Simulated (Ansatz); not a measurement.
# Calculations on H

### Relaxation

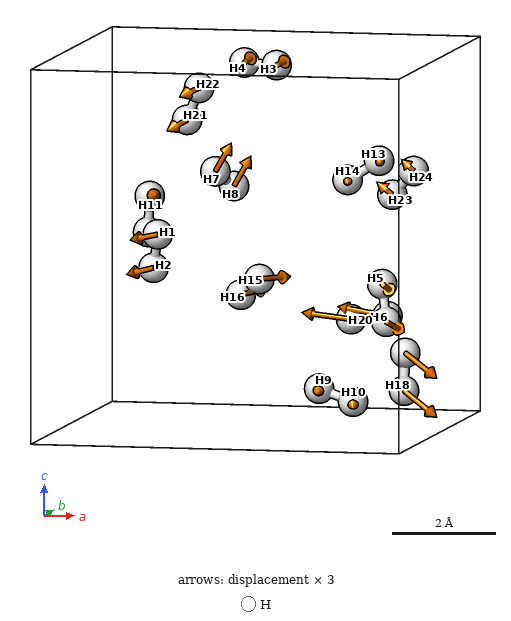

A relaxation of an amorphous cell of composition H. The starting structure is drawn; orange arrows show the displacements, 3 times their true length.

The picture is a ball-and-stick view of the cell of the calculation, seen slightly off an axis.

The cell holds 12 H2. The run prepares the start of a later molecular dynamics calculation, from a guessed geometry.

All numbers below come from DFT PBE, scalar-relativistic, plane waves, PAW in Ansatz. Set-up: plane-wave cutoff 420 eV; k-point mesh 1 × 1 × 1; occupations fermi dirac; smearing width 0.02 eV; no spin polarisation; atoms relaxed in a fixed cell; force threshold 0.3 eV/Å; at most 15 steps.

Q: What did the optimiser do to the structure, and how much energy did it gain?

A: An H atom moves most: 0.36 Å roughly along [−3 1 0]. The cell stays as it was. Among the contacts that change: H–H 0.737 → 0.748 Å. Over 2 geometry steps the energy falls by 38.6 meV per atom. Largest force component: 0.67 eV/Å at the start, 0.15 eV/Å at the end. The run took 1.2 s on 1 thread of AMD EPYC 9R45 96-Core Processor (Zen 5) (shared host), peak memory 0.38 GiB.

Limits of the set-up: the program's low-accuracy preset was used; the periodic images lie only 7.3 Å apart, so the values are limited by the cell's size.

### Dynamics

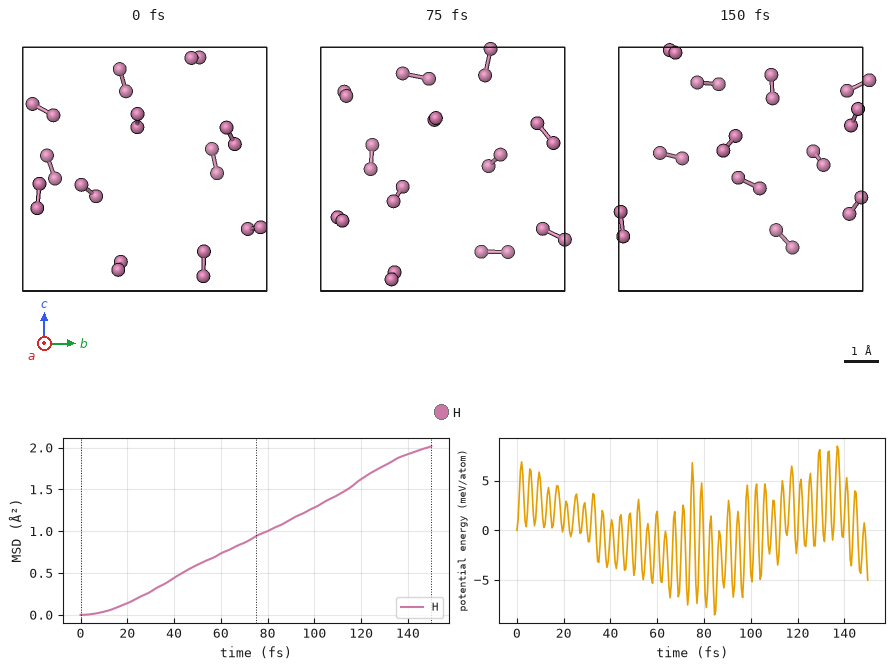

First-principles dynamics of a periodic cell with 12 H2 at 0.101 g/cm³, 150 fs long. Frames and the history of the run. Style: ball-and-stick. Shown: the simulation cell, along the a axis. Atoms that leave the cell re-enter on the other side.

Computed with Ansatz 0.2.0, DFT PBE, scalar-relativistic, plane waves, PAW. Run with plane-wave cutoff 420 eV; k-point mesh 1 × 1 × 1; Fermi-Dirac smearing 0.02 eV; low-accuracy preset; Langevin thermostat (NVT); set temperature 250 K; time step 0.5 fs; friction 0.02 per fs.

Input
```yaml
accuracy: low
crystal:
  lattice:
    - [7.34342, 0.0, 0.0]
    - [0.0, 7.34342, 0.0]
    - [0.0, 0.0, 7.34342]
  atoms:
    - { symbol: H, position: [0.29823031, 0.09465438, 0.5520348] }
    - { symbol: H, position: [0.28028636, 0.12778256, 0.45773352] }
    - { symbol: H, position: [0.52868898, 0.68737432, 0.9527664] }
    - { symbol: H, position: [0.43173994, 0.72021713, 0.95479727] }
    - { symbol: H, position: [0.95153534, 0.06395198, 0.43608308] }
    - { symbol: H, position: [0.97061847, 0.05478636, 0.33591673] }
    - { symbol: H, position: [0.50888448, 0.03565899, 0.76391969] }
    - { symbol: H, position: [0.54145834, 0.12098034, 0.7172704] }
    - { symbol: H, position: [0.69359666, 0.3977965, 0.11600199] }
    - { symbol: H, position: [0.7901204, 0.38732936, 0.08290616] }
    - { symbol: H, position: [0.15824245, 0.77163122, 0.57919584] }
    - { symbol: H, position: [0.14922016, 0.79289359, 0.47961901] }
    - { symbol: H, position: [0.84489563, 0.46648107, 0.72300659] }
    - { symbol: H, position: [0.75793303, 0.46559368, 0.66840484] }
    - { symbol: H, position: [0.59830558, 0.23614004, 0.4319308] }
    - { symbol: H, position: [0.53026808, 0.29636269, 0.3848827] }
    - { symbol: H, position: [0.88319553, 0.73902593, 0.15859689] }
    - { symbol: H, position: [0.88167407, 0.73645787, 0.05678452] }
    - { symbol: H, position: [0.70814856, 0.97164571, 0.25764772] }
    - { symbol: H, position: [0.62138541, 0.91904965, 0.25066277] }
    - { symbol: H, position: [0.31300059, 0.41904616, 0.81573765] }
    - { symbol: H, position: [0.35175668, 0.39345726, 0.90689476] }
    - { symbol: H, position: [0.77568854, 0.86579935, 0.5989659] }
    - { symbol: H, position: [0.84444382, 0.83182167, 0.66679965] }
basis:
  ecutwfc: 420.0
kpoints:
  mp_grid: { grid: [1, 1, 1] }
hamiltonian:
  xc: pbe
scf:
  occupations: { method: fermi_dirac, width: 0.02 }
  lower_state_search: "off"
md:
  timestep: 0.5
  n_steps: 300
  ensemble: nvt_langevin
  temperature: 250.0
  initial_velocities: maxwell_boltzmann
  seed: 742093
  friction: 0.02
```

Launched with:
```bash
ansatz run input.yaml --threads 1 --pin off --max-ram 3072MiB --backend cpu --events-out ev --progress --plain --runs-dir out
```

Question: What do the frames and curves show?

Answer: The mean temperature in the second half is 243 K (standard deviation 38 K). The potential energy in the second half lies on average 0.3 meV per atom above the first frame. In the second half of the run the atoms are, in the root-mean-square, this far from where they began (common drift taken out): H 1.22 Å. The molecules turn and drift from their places.

Limits of the set-up: the program's low-accuracy preset was used; the periodic images lie only 7.3 Å apart, so the values are limited by the cell's size.

The run took 79 s on 1 thread of AMD EPYC 9R45 96-Core Processor (Zen 5) (shared host), peak memory 0.39 GiB.

### Dynamics

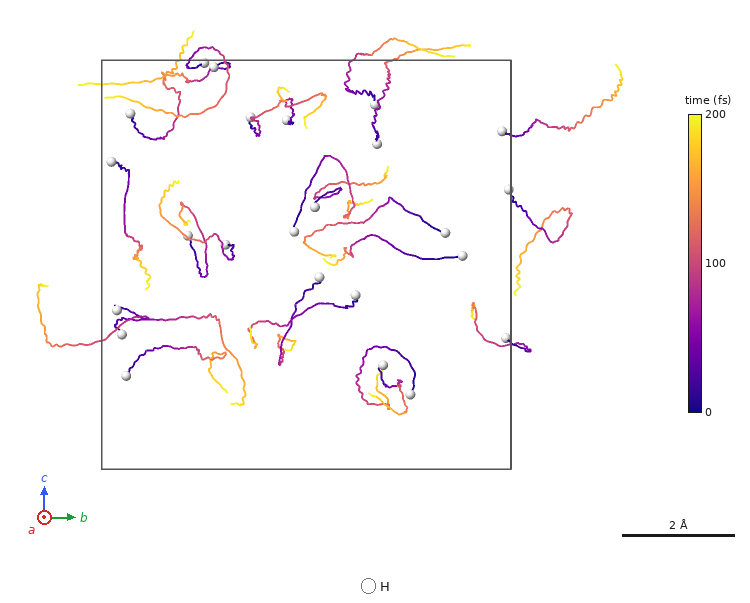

Molecular dynamics of a periodic cell with 12 H2 at 0.101 g/cm³, 200 fs long. It starts from the last geometry of an earlier run, with fresh velocities. Lines trace each atom's path, coloured by time; spheres stand at the starting positions. Seen along the a axis in the simulation cell.

Method: DFT PBE, scalar-relativistic, plane waves, PAW in Ansatz. Settings: plane-wave cutoff 420 eV; k-point mesh 1 × 1 × 1; Fermi-Dirac smearing 0.02 eV; low-accuracy preset; Langevin thermostat (NVT); set temperature 250 K; time step 0.5 fs; friction 0.02 per fs.

What do the traces tell about the motion?

Answer. In the second half of the run the atoms are, in the root-mean-square, this far from where they began (common drift taken out): H 1.73 Å. The molecules turn and drift from their places.

Limits of the set-up: the program's low-accuracy preset was used; the periodic images lie only 7.3 Å apart, so the values are limited by the cell's size.

The run took 110 s on 1 thread of AMD EPYC 9R45 96-Core Processor (Zen 5), on a shared host, peak memory 0.39 GiB.
